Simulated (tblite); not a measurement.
# Geometry relaxation, with input and output: BSi$_{2}$H$_{5}$Cl$_{2}$ (part 1 of 4)

System: BSi$_{2}$H$_{5}$Cl$_{2}$, SMILES [SiH3][SiH2]B(Cl)Cl.
Method: GFN2-xTB geometry optimisation, gas phase (tblite 0.8.0).

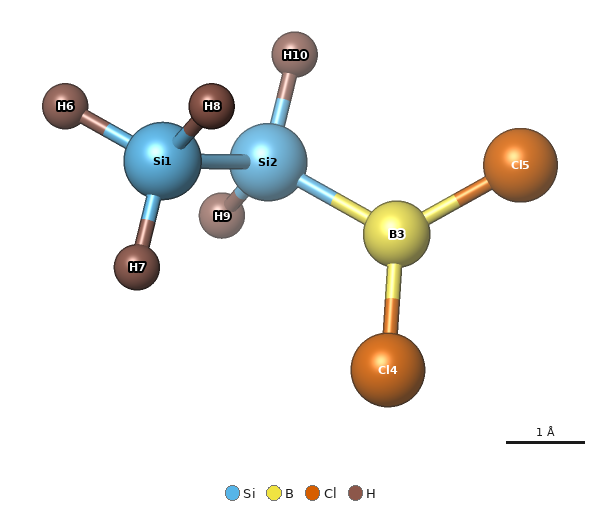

Figure 1. The starting structure (ball-and-stick view, seen at a tilt; atoms are numbered from 1 in the order of the input).

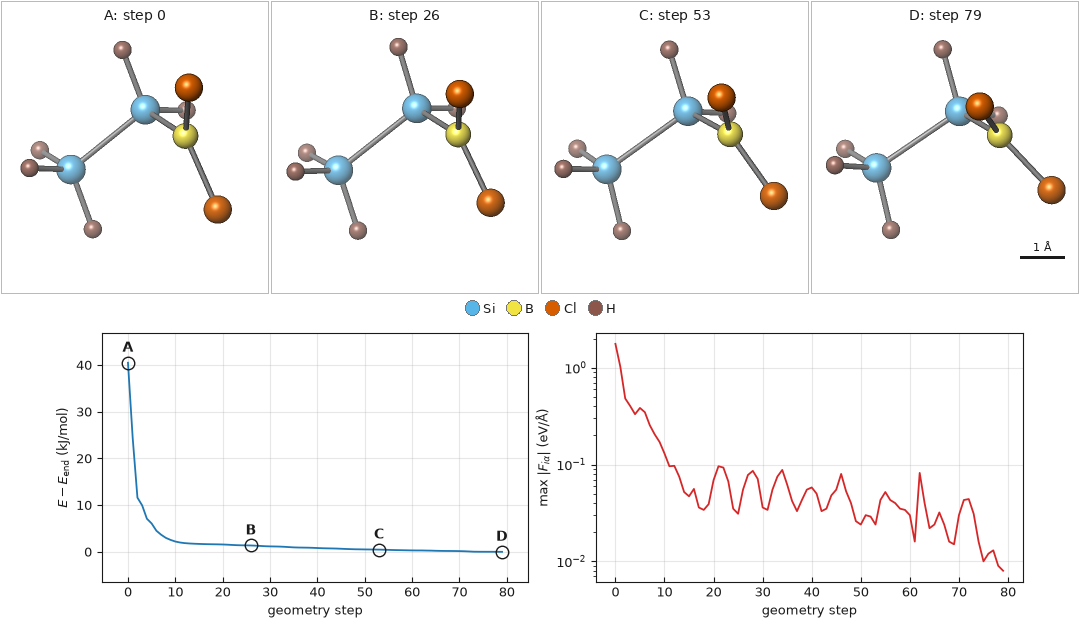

Figure 2. Frames of the relaxation (ball-and-stick view, seen at a tilt) above the curves, on which the letters mark them (steps are counted from 0).

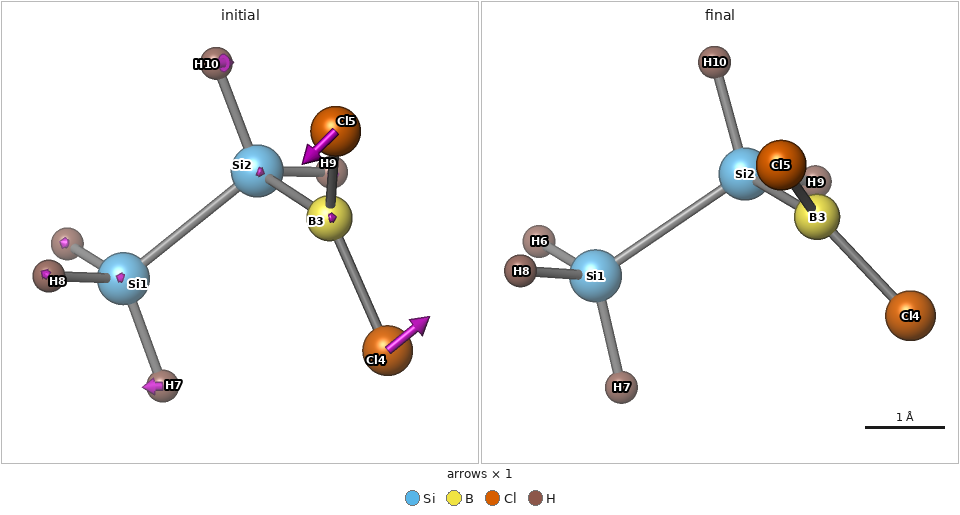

Figure 3. Before (left) and after (right) the relaxation, at one scale (ball-and-stick view, seen at a tilt). The pink arrows give the displacements, at true length. Over 79 geometry steps the energy falls by 40.5 kJ/mol. The largest force component goes from 1.8 to 0.008 eV/Å. Cl4 moves most after the best rigid fit: 0.70 Å. By element the largest moves are Cl 0.70 Å, H 0.29 Å, Si 0.11 Å, B 0.10 Å. Distances before and after: Si1–Si2 2.216 → 2.328 Å, B3–Cl4 1.836 → 1.726 Å, Si1–H6 1.493 → 1.462 Å, Si2–H9 1.447 → 1.470 Å. Among the angles that change: H9–Si2–H10 110.9° → 104.4°, Cl4–B3–Cl5 121.6° → 116.4°, H7–Si1–H8 110.5° → 106.5°. (Atoms are counted from 1 in the order of the input.)

The input and output of the run follow.

Input file:
```
{"job": {"kind": "relax", "xc": "GFN2-xTB", "basis": "xTB"}, "charge": 0, "multiplicity": 1}
Si    -1.629800    -0.085400     0.036700
Si     0.383800     0.786700    -0.271700
B      1.735700    -0.585800     0.163600
Cl     1.744700    -2.139200    -0.815200
Cl     2.926900    -0.305000     1.531600
H     -2.667000     0.940600    -0.279900
H     -1.817700    -1.229200    -0.861700
H     -1.785400    -0.503000     1.444100
H      0.561000     1.203500    -1.646300
H      0.565500     1.926200     0.653800
```

The first line tells a small driver script what to run in tblite; the rest is the geometry in Å.

Command:
```bash
OMP_NUM_THREADS=1 python <driver script> task.json out
```

The program's output:
```
step      E/eV     max force
  0    -445.20174    1.812
  1    -445.36894    1.405
  2    -445.50113    0.484
  3    -445.51836    0.434
  4    -445.54793    0.389
  5    -445.55843    0.412
  6    -445.57451    0.357
  7    -445.58338    0.284
  8    -445.59036    0.214
  9    -445.59491    0.211
 10    -445.59847    0.150
 11    -445.60068    0.122
 12    -445.60202    0.127
 13    -445.60282    0.101
 14    -445.60337    0.061
 15    -445.60379    0.066
 16    -445.60415    0.075
 17    -445.60442    0.051
 18    -445.60459    0.036
 19    -445.60476    0.041
 20    -445.60503    0.078
 21    -445.60548    0.118
 22    -445.60607    0.126
 23    -445.60659    0.083
 24    -445.60687    0.039
 25    -445.60703    0.038
 26    -445.60727    0.065
 27    -445.60770    0.093
 28    -445.60832    0.107
 29    -445.60891    0.080
 30    -445.60926    0.044
 31    -445.60945    0.048
 32    -445.60970    0.074
 33    -445.61017    0.103
 34    -445.61086    0.105
 35    -445.61149    0.065
 36    -445.61181    0.043
 37    -445.61196    0.037
 38    -445.61213    0.047
 39    -445.61245    0.066
 40    -445.61291    0.072
 41    -445.61335    0.062
 42    -445.61362    0.047
 43    -445.61382    0.040
 44    -445.61409    0.060
 45    -445.61451    0.080
 46    -445.61499    0.106
 47    -445.61536    0.065
 48    -445.61567    0.043
 49    -445.61582    0.032
 50    -445.61600    0.030
 51    -445.61613    0.034
 52    -445.61625    0.039
 53    -445.61642    0.037
 54    -445.61668    0.045
 55    -445.61702    0.054
 56    -445.61735    0.050
 57    -445.61758    0.045
 58    -445.61777    0.036
 59    -445.61798    0.042
 60    -445.61819    0.036
 61    -445.61831    0.020
 62    -445.61830    0.085
 63    -445.61853    0.041
 64    -445.61868    0.023
 65    -445.61903    0.037
 66    -445.61925    0.046
 67    -445.61940    0.032
 68    -445.61946    0.022
 69    -445.61955    0.020
 70    -445.61973    0.032
 71    -445.62004    0.046
 72    -445.62050    0.054
 73    -445.62105    0.042
 74    -445.62117    0.020
 75    -445.62121    0.012
 76    -445.62123    0.014
 77    -445.62126    0.015
 78    -445.62133    0.013
 79    -445.62135    0.010
```

Trajectory as extended XYZ (Å, eV, eV/Å), 78 of the 80 frames kept, from step=0 to step=79:
```
10
Properties=species:S:1:pos:R:3:forces:R:3 step=0 energy=-445.20174
Si   -1.6298   -0.0854    0.0367   -1.7640  -0.2620   0.1800
Si    0.3838    0.7867   -0.2717    1.6860   0.3430   0.4440
B     1.7357   -0.5858    0.1636    0.9470  -0.6980   0.1940
Cl    1.7447   -2.1392   -0.8152    0.2280   1.3320   1.1060
Cl    2.9269   -0.3050    1.5316   -1.0580  -0.6080  -1.3400
H    -2.6670    0.9406   -0.2799    0.2030  -0.4320   0.1480
H    -1.8177   -1.2292   -0.8617   -0.1480   0.0040   0.1360
H    -1.7854   -0.5030    1.4441   -0.1360  -0.0200  -0.2410
H     0.5610    1.2035   -1.6463    0.0310   0.3020  -0.3230
H     0.5655    1.9262    0.6538    0.0130   0.0380  -0.3040
10
Properties=species:S:1:pos:R:3:forces:R:3 step=1 energy=-445.36894
Si   -1.6550   -0.0892    0.0393   -0.6210  -0.0060   0.0380
Si    0.4079    0.7916   -0.2654    0.7900  -0.1210   0.2650
B     1.7492   -0.5958    0.1664    0.6320  -0.3630   0.0770
Cl    1.7480   -2.1202   -0.7994    0.2460   1.0040   0.9170
Cl    2.9117   -0.3137    1.5124   -0.7680  -0.5790  -1.0240
H    -2.6641    0.9344   -0.2778   -0.0200  -0.2360   0.0890
H    -1.8198   -1.2291   -0.8597   -0.1780  -0.0610   0.0860
H    -1.7874   -0.5033    1.4406   -0.1830  -0.0640  -0.1040
H     0.5614    1.2078   -1.6509    0.0310   0.2480  -0.1700
H     0.5657    1.9267    0.6495    0.0710   0.1780  -0.1740
10
Properties=species:S:1:pos:R:3:forces:R:3 step=2 energy=-445.50113
Si   -1.6836   -0.0904    0.0413    0.4810   0.0160  -0.0540
Si    0.4421    0.7888   -0.2544   -0.0530  -0.3140  -0.0970
B     1.7750   -0.6112    0.1698   -0.0910   0.3470  -0.1900
Cl    1.7574   -2.0800   -0.7630    0.2580   0.1380   0.3750
Cl    2.8808   -0.3363    1.4715   -0.0160  -0.4330  -0.1750
H    -2.6640    0.9244   -0.2741   -0.3270   0.0770  -0.0080
H    -1.8265   -1.2312   -0.8562   -0.1970  -0.0900   0.0560
H    -1.7943   -0.5056    1.4360   -0.2220  -0.1020   0.0320
H     0.5626    1.2177   -1.6581    0.0360   0.1240   0.1350
H     0.5682    1.9331    0.6422    0.1320   0.2370  -0.0740
10
Properties=species:S:1:pos:R:3:forces:R:3 step=3 energy=-445.51836
Si   -1.6813   -0.0908    0.0409    0.4030   0.0620  -0.0570
Si    0.4466    0.7844   -0.2544   -0.1320  -0.1420  -0.0850
B     1.7769   -0.6081    0.1675   -0.1260   0.3680  -0.1930
Cl    1.7624   -2.0728   -0.7529    0.2370  -0.0260   0.2440
Cl    2.8766   -0.3455    1.4637    0.1070  -0.3700  -0.0160
H    -2.6687    0.9242   -0.2738   -0.2510   0.0190   0.0080
H    -1.8303   -1.2327   -0.8549   -0.1880  -0.0840   0.0560
H    -1.7984   -0.5073    1.4358   -0.2110  -0.0950   0.0180
H     0.5633    1.2208   -1.6571    0.0370   0.1090   0.1420
H     0.5704    1.9372    0.6400    0.1250   0.1580  -0.1180
10
Properties=species:S:1:pos:R:3:forces:R:3 step=4 energy=-445.54793
Si   -1.6683   -0.0895    0.0389   -0.0300   0.1040  -0.0250
Si    0.4513    0.7755   -0.2565   -0.2040   0.3310  -0.0200
B     1.7767   -0.5919    0.1577    0.0280   0.1680  -0.0860
Cl    1.7780   -2.0626   -0.7291    0.1570  -0.2410   0.0030
Cl    2.8736   -0.3722    1.4511    0.2320  -0.2040   0.1920
H    -2.6831    0.9233   -0.2725   -0.0050  -0.1630   0.0590
H    -1.8424   -1.2377   -0.8507   -0.1450  -0.0280   0.0780
H    -1.8118   -0.5131    1.4355   -0.1580  -0.0530  -0.0710
H     0.5657    1.2294   -1.6512    0.0310   0.0980   0.0760
H     0.5779    1.9479    0.6319    0.0940  -0.0110  -0.2060
10
Properties=species:S:1:pos:R:3:forces:R:3 step=5 energy=-445.55843
Si   -1.6633   -0.0875    0.0377   -0.2030   0.0510   0.0020
Si    0.4493    0.7773   -0.2578   -0.1500   0.3840   0.0040
B     1.7769   -0.5830    0.1526    0.1280   0.0280  -0.0180
Cl    1.7863   -2.0629   -0.7204    0.1150  -0.2190  -0.0420
Cl    2.8765   -0.3852    1.4497    0.2000  -0.1370   0.1840
H    -2.6887    0.9206   -0.2712    0.0500  -0.1880   0.0650
H    -1.8492   -1.2399   -0.8479   -0.1190   0.0070   0.0910
H    -1.8192   -0.5161    1.4342   -0.1290  -0.0320  -0.1070
H     0.5670    1.2341   -1.6476    0.0260   0.1130   0.0100
H     0.5822    1.9519    0.6257    0.0820  -0.0050  -0.1890
10
Properties=species:S:1:pos:R:3:forces:R:3 step=6 energy=-445.57451
Si   -1.6598   -0.0836    0.0359   -0.3470  -0.0710   0.0420
Si    0.4432    0.7876   -0.2599   -0.0030   0.2350   0.0240
B     1.7814   -0.5688    0.1443    0.2150  -0.1590   0.0760
Cl    1.8029   -2.0669   -0.7059    0.0370  -0.1250  -0.0960
Cl    2.8845   -0.4106    1.4502    0.1190  -0.0180   0.1390
H    -2.6975    0.9121   -0.2676    0.0530  -0.1480   0.0490
H    -1.8633   -1.2434   -0.8410   -0.0720   0.0520   0.0930
H    -1.8348   -0.5218    1.4295   -0.0830  -0.0040  -0.1240
H     0.5699    1.2451   -1.6421    0.0150   0.1430  -0.1120
H     0.5914    1.9596    0.6115    0.0660   0.0960  -0.0900
10
Properties=species:S:1:pos:R:3:forces:R:3 step=7 energy=-445.58338
Si   -1.6635   -0.0826    0.0355   -0.2550  -0.1150   0.0460
Si    0.4394    0.7973   -0.2607    0.0750   0.0180   0.0060
B     1.7879   -0.5633    0.1408    0.1810  -0.1940   0.1010
Cl    1.8133   -2.0712   -0.6990   -0.0020  -0.0530  -0.1100
Cl    2.8913   -0.4258    1.4528    0.0700   0.0410   0.1020
H    -2.7019    0.9045   -0.2646   -0.0180  -0.0630   0.0200
H    -1.8730   -1.2445   -0.8352   -0.0540   0.0420   0.0660
H    -1.8455   -0.5253    1.4246   -0.0660  -0.0050  -0.0790
H     0.5718    1.2542   -1.6410    0.0060   0.1460  -0.1440
H     0.5981    1.9661    0.6017    0.0620   0.1830  -0.0090
10
Properties=species:S:1:pos:R:3:forces:R:3 step=8 energy=-445.59036
Si   -1.6708   -0.0837    0.0361   -0.0570  -0.0910   0.0280
Si    0.4376    0.8048   -0.2613    0.1140  -0.1500  -0.0190
B     1.7963   -0.5627    0.1401    0.0990  -0.1600   0.0950
Cl    1.8212   -2.0760   -0.6961   -0.0180   0.0060  -0.1010
Cl    2.8982   -0.4366    1.4573    0.0330   0.0660   0.0650
H    -2.7058    0.8974   -0.2619   -0.1070   0.0300  -0.0100
H    -1.8816   -1.2447   -0.8296   -0.0500  -0.0050   0.0170
H    -1.8552   -0.5282    1.4194   -0.0640  -0.0220   0.0050
H     0.5734    1.2642   -1.6429   -0.0030   0.1200  -0.1060
H     0.6045    1.9749    0.5940    0.0540   0.2050   0.0260
10
Properties=species:S:1:pos:R:3:forces:R:3 step=9 energy=-445.59491
Si   -1.6767   -0.0859    0.0369    0.0800  -0.0230   0.0030
Si    0.4384    0.8074   -0.2620    0.1210  -0.1710  -0.0210
B     1.8036   -0.5655    0.1415    0.0250  -0.1020   0.0740
Cl    1.8260   -2.0792   -0.6966   -0.0150   0.0330  -0.0850
Cl    2.9035   -0.4421    1.4617    0.0150   0.0650   0.0400
H    -2.7102    0.8933   -0.2603   -0.1400   0.0670  -0.0220
H    -1.8881   -1.2451   -0.8257   -0.0520  -0.0510  -0.0240
H    -1.8627   -0.5305    1.4163   -0.0640  -0.0380   0.0700
H     0.5744    1.2728   -1.6461   -0.0100   0.0790  -0.0350
H     0.6097    1.9841    0.5893    0.0410   0.1400  -0.0010
10
Properties=species:S:1:pos:R:3:forces:R:3 step=10 energy=-445.59847
Si   -1.6803   -0.0879    0.0376    0.1300   0.0500  -0.0160
Si    0.4416    0.8067   -0.2628    0.1080  -0.1040  -0.0080
B     1.8101   -0.5699    0.1442   -0.0310  -0.0400   0.0490
Cl    1.8295   -2.0813   -0.6987   -0.0050   0.0390  -0.0670
Cl    2.9081   -0.4453    1.4661    0.0060   0.0530   0.0240
H    -2.7164    0.8911   -0.2594   -0.1130   0.0520  -0.0180
H    -1.8945   -1.2464   -0.8230   -0.0490  -0.0700  -0.0430
H    -1.8701   -0.5331    1.4151   -0.0580  -0.0410   0.0930
H     0.5750    1.2814   -1.6493   -0.0120   0.0300   0.0420
H     0.6147    1.9941    0.5850    0.0250   0.0310  -0.0550
10
Properties=species:S:1:pos:R:3:forces:R:3 step=11 energy=-445.60068
Si   -1.6806   -0.0884    0.0378    0.0960   0.0730  -0.0160
Si    0.4461    0.8045   -0.2634    0.0780  -0.0220   0.0070
B     1.8139   -0.5736    0.1470   -0.0490  -0.0020   0.0300
Cl    1.8317   -2.0818   -0.7013    0.0050   0.0340  -0.0530
Cl    2.9112   -0.4464    1.4694    0.0010   0.0380   0.0150
H    -2.7224    0.8904   -0.2591   -0.0530   0.0090  -0.0050
H    -1.8996   -1.2485   -0.8220   -0.0380  -0.0470  -0.0310
H    -1.8760   -0.5356    1.4160   -0.0450  -0.0270   0.0620
H     0.5751    1.2876   -1.6505   -0.0100  -0.0050   0.0840
H     0.6184    2.0010    0.5811    0.0160  -0.0520  -0.0930
10
Properties=species:S:1:pos:R:3:forces:R:3 step=12 energy=-445.60202
Si   -1.6791   -0.0874    0.0377    0.0320   0.0520  -0.0060
Si    0.4505    0.8025   -0.2636    0.0380   0.0230   0.0170
B     1.8152   -0.5760    0.1493   -0.0400   0.0110   0.0200
Cl    1.8331   -2.0812   -0.7039    0.0120   0.0290  -0.0420
Cl    2.9128   -0.4461    1.4715   -0.0030   0.0250   0.0090
H    -2.7270    0.8903   -0.2590    0.0010  -0.0280   0.0060
H    -1.9033   -1.2506   -0.8220   -0.0230  -0.0020  -0.0020
H    -1.8803   -0.5375    1.4176   -0.0290  -0.0060   0.0080
H     0.5750    1.2911   -1.6497   -0.0040  -0.0220   0.0860
H     0.6209    2.0042    0.5771    0.0150  -0.0810  -0.0970
10
Properties=species:S:1:pos:R:3:forces:R:3 step=13 energy=-445.60282
Si   -1.6774   -0.0860    0.0376   -0.0150   0.0150   0.0060
Si    0.4537    0.8014   -0.2634    0.0010   0.0190   0.0200
B     1.8150   -0.5771    0.1509   -0.0200   0.0080   0.0150
Cl    1.8339   -2.0801   -0.7062    0.0150   0.0280  -0.0330
Cl    2.9135   -0.4454    1.4727   -0.0080   0.0160   0.0050
H    -2.7295    0.8899   -0.2589    0.0300  -0.0440   0.0110
H    -1.9056   -1.2517   -0.8221   -0.0090   0.0340   0.0220
H    -1.8831   -0.5386    1.4187   -0.0160   0.0110  -0.0320
H     0.5748    1.2925   -1.6476    0.0020  -0.0240   0.0610
H     0.6225    2.0044    0.5732    0.0200  -0.0640  -0.0750
```
